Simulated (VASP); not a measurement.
Consider the following.

```yaml
crystal:
  lattice:
    - [0.00000, 2.05056, 2.05056]
    - [2.05056, 0.00000, 2.05056]
    - [2.05056, 2.05056, 0.00000]
  atoms:
    - { symbol: V, position: [0.00000, 0.00000, 0.00000] }
    - { symbol: N, position: [0.50000, 0.50000, 0.50000] }
```

Computed with rev-vdW-DF2, VASP's PBE PAW potentials (set 64) (plane waves; VASP). Run with 520 eV cut-off, 17×17×17 Γ-centred mesh, tetrahedra with Blöchl corrections, potentials V_sv N.

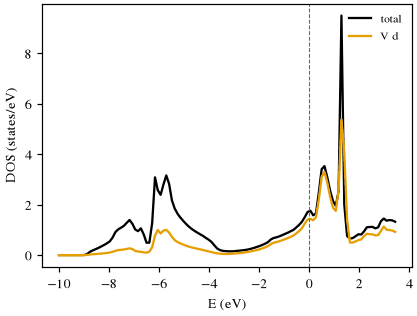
Figure: Total and projected density of states, zero at the Fermi level

Within 2 eV below the Fermi level the largest weight inside VASP's projection spheres is V d.

It has no gap at this level: it comes out as a metal or semimetal.

The compound is VN in the rock salt structure, which distorts at low temperature. It was relaxed first. The run is not spin-polarised, so no magnetic state was tried. VASP warned that the highest band is occupied, so more bands are needed.
